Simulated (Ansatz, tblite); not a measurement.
**C11H12N4: spin-state energies by level**

Is the singlet the ground state of C11H12N4? Other spin states are computed and compared level by level.

Computed with Ansatz 0.2.0, Gaussian basis. Level: as each input shows.

The runs, in order: triplet, at the geometry of the singlet (GFN1-xTB, GFN2-xTB, PBE0-D4/def2-SVP, PBE-D4/def2-SVP); the singlet's energies come from earlier runs.

4 further runs of the same task are left out: 4 that didn't finish.

## 1. The relaxed structure

The geometry is that of the singlet, from an earlier relaxation (PBE-D4/def2-SVP).

SMILES `CN(C)c1ccc(-c2ncccn2)nc1`, 27 atoms, charge 0, spin multiplicity 1.

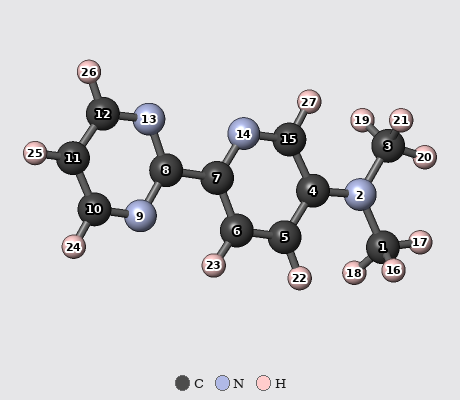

The structure; carbon dark grey, nitrogen light blue, hydrogen pink; atoms are numbered from 1 in the order of the file.

## 2. Triplet at the fixed geometry, GFN1-xTB

Tight binding, by tblite at 300 K electronic temperature and without a spin-polarisation term:

```python
tblite.interface.Calculator('GFN1-xTB', numbers, positions, charge=0, uhf=2).singlepoint()
```

Energy -1152.0389 eV; 0.033 s.

## 3. Triplet at the fixed geometry, GFN2-xTB

Tight binding, by tblite at 300 K electronic temperature and without a spin-polarisation term:

```python
tblite.interface.Calculator('GFN2-xTB', numbers, positions, charge=0, uhf=2).singlepoint()
```

Energy -1122.5094 eV; 0.024 s.

## 4. Triplet at the fixed geometry, PBE0-D4/def2-SVP

in.yaml reads:

```yaml
crystal:
  periodic: [false, false, false]
  atoms:
    - {symbol: C, position_ang: [-3.894309, 1.150400, -0.158419]}
    - {symbol: N, position_ang: [-3.129215, -0.080588, -0.134908]}
    - {symbol: C, position_ang: [-3.812316, -1.360181, -0.139282]}
    - {symbol: C, position_ang: [-1.754691, -0.030800, -0.072530]}
    - {symbol: C, position_ang: [-1.038847, 1.197287, -0.041988]}
    - {symbol: C, position_ang: [0.351973, 1.178042, 0.014152]}
    - {symbol: C, position_ang: [1.036549, -0.056967, 0.043471]}
    - {symbol: C, position_ang: [2.519942, -0.092022, 0.099575]}
    - {symbol: N, position_ang: [3.154761, 1.105379, 0.118114]}
    - {symbol: C, position_ang: [4.489549, 1.084627, 0.166582]}
    - {symbol: C, position_ang: [5.223410, -0.110750, 0.198337]}
    - {symbol: C, position_ang: [4.465091, -1.292324, 0.174109]}
    - {symbol: N, position_ang: [3.130129, -1.297282, 0.125890]}
    - {symbol: N, position_ang: [0.369191, -1.228311, 0.020867]}
    - {symbol: C, position_ang: [-0.956623, -1.219247, -0.032332]}
    - {symbol: H, position_ang: [-3.735106, 1.763808, 0.758650]}
    - {symbol: H, position_ang: [-4.971362, 0.911850, -0.224346]}
    - {symbol: H, position_ang: [-3.632723, 1.786509, -1.034780]}
    - {symbol: H, position_ang: [-3.514736, -1.989563, -1.008214]}
    - {symbol: H, position_ang: [-4.902873, -1.191998, -0.202011]}
    - {symbol: H, position_ang: [-3.609913, -1.949583, 0.784192]}
    - {symbol: H, position_ang: [-1.565969, 2.160209, -0.064113]}
    - {symbol: H, position_ang: [0.937351, 2.107433, 0.036839]}
    - {symbol: H, position_ang: [5.000229, 2.065326, 0.183095]}
    - {symbol: H, position_ang: [6.322050, -0.121032, 0.238822]}
    - {symbol: H, position_ang: [4.961353, -2.280824, 0.197106]}
    - {symbol: H, position_ang: [-1.442905, -2.209399, -0.046855]}
basis:
  gaussian: {orbitals: def2-SVP}
magnetization: {spin_polarized: true, initial_magnetization: 2}
hamiltonian: {xc: pbe0, dispersion: d4}
scf: {omitted_lower_state_checks: [starts]}
output: {orbitals: {seedname: orbitals}}
```

The run is started by

```
> ansatz run in.yaml --threads 6 --pin off --events-out ev --progress --plain --max-ram 7833MiB
```

The program printed:

```text
Functional definition: PBE0
  name "PBE0"
  cite "Adamo & Barone, J. Chem. Phys. 110, 6158 (1999) doi:10.1063/1.478522"
  cite "Perdew, Burke & Ernzerhof, Phys. Rev. Lett. 77, 3865 (1996) doi:10.1103/PhysRevLett.77.3865"
  parent pbe
  parameter a = 0.25
  parameter kappa = 0.804
  parameter beta = 0.06672455060314922
  exchange = (1 - a)*pbe_x(kappa = kappa, mu = beta*pi^2/3) + a*exact_x
  correlation = pbe_c(beta = beta)
these checks for a lower state are left out or cut short: starts
2809 factors; integrals over basis functions are off by at most 1.6e-3 eV
mean field evaluation 1: about -17512.8842 eV, gradient 4.8e1 eV
mean field evaluation 2: about -17488.8831 eV, gradient 7.4e1 eV
mean field evaluation 4: about -17524.5693 eV, gradient 7.7e0 eV
mean field evaluation 8: about -17525.1241 eV, gradient 5.6e-1 eV
mean field evaluation 16: about -17525.9311 eV, gradient 2.1e-2 eV
mean field evaluation 32: about -17525.9311 eV, gradient 3.8e-4 eV
mean field -17525.93108279 eV, -644.0660877898 hartree, gradient 1.6e-5 eV, S^2 2.021091; 0 other end points of the search recorded, 0 dependent functions left out
reference -17525.93112422 eV, -644.0660893124 hartree; 54, 52 occupied and 216, 218 virtual orbitals, 2809 factors
Total energy: -17526.68527916 eV, -644.0938039950 hartree
Checks for a lower state left out: starts
```

Run time: 9.5 s. Hardware: 6 threads of Intel Xeon 6975P-C, shared host; peak memory 1.6 GiB.

From the report: HOMO -2.74 eV, LUMO -4.07 eV (over both spins; with the spin held, an empty level of the minority spin lies below the top filled one); ⟨S²⟩ 2.021 (pure: 2.00).

## 5. Triplet at the fixed geometry, PBE-D4/def2-SVP

start.molden holds the orbitals of an earlier run on this state, given as this run's starting guess.

Changes to in.yaml since step 4:

```diff
@@ -31,5 +31,5 @@
 basis:
-  gaussian: {orbitals: def2-SVP}
+  gaussian: {orbitals: def2-SVP, initial_orbitals: start.molden}
 magnetization: {spin_polarized: true, initial_magnetization: 2}
-hamiltonian: {xc: pbe0, dispersion: d4}
+hamiltonian: {xc: pbe, dispersion: d4}
 scf: {omitted_lower_state_checks: [starts]}
```

The command is unchanged.

The program printed:

```text
Functional definition: PBE
  name "PBE"
  cite "Perdew, Burke & Ernzerhof, Phys. Rev. Lett. 77, 3865 (1996) doi:10.1103/PhysRevLett.77.3865"
  parent pbe
  parameter kappa = 0.804
  parameter beta = 0.06672455060314922
  exchange = pbe_x(kappa = kappa, mu = beta*pi^2/3)
  correlation = pbe_c(beta = beta)
these checks for a lower state are left out or cut short: starts
3122 factors; their error is unknown
mean field evaluation 1: about -17524.9385 eV, gradient 7.2e0 eV
mean field evaluation 2: about -17525.1752 eV, gradient 3.0e-1 eV
mean field evaluation 4: about -17524.9808 eV, gradient 4.6e-2 eV
mean field evaluation 8: about -17525.0197 eV, gradient 2.0e-1 eV
mean field evaluation 16: about -17525.0205 eV, gradient 2.8e-5 eV
mean field -17525.02054155 eV, -644.0326260163 hartree, gradient 7.2e-6 eV, S^2 2.005456; 0 other end points of the search recorded, 0 dependent functions left out
reference -17525.02059270 eV, -644.0326278963 hartree; 54, 52 occupied and 216, 218 virtual orbitals, 3122 factors
Total energy: -17525.90584519 eV, -644.0651603251 hartree
Checks for a lower state left out: starts
```

Wall time 5.5 s (6 threads of Intel Xeon 6975P-C, shared host); peak memory 0.65 GiB.

Report: HOMO -2.02 eV, LUMO -4.68 eV (over both spins; with the spin held, an empty level of the minority spin lies below the top filled one); ⟨S²⟩ 2.005 (pure: 2.00).

## 6. Triplet less singlet, vertical

The singlet's energies are those of its earlier runs, whose logs aren't repeated here.

```
           level  triplet less singlet, vertical (kJ/mol)     time
        GFN1-xTB                                   +262.8  0.056 s
        GFN2-xTB                                   +243.0   0.04 s
 PBE-D4/def2-SVP                                   +267.6    7.4 s
PBE0-D4/def2-SVP                                   +287.9     13 s
```

Times add the two runs; a level without a time comes out of a correlated run. Tight binding without a spin term can't rank spin states.

## 7. What came out

| quantity | value |
| --- | --- |
| triplet less singlet, vertical, functionals in def2-SVP | +267.6 (PBE-D4) to +287.9 kJ/mol (PBE0-D4) |

**Reading.** All functionals put the triplet above the singlet, over a spread of 20.3 kJ/mol. The checks for a lower triplet were left out, so another state of that spin may lie lower. These are electronic energies, without zero-point motion, entropy or surroundings.
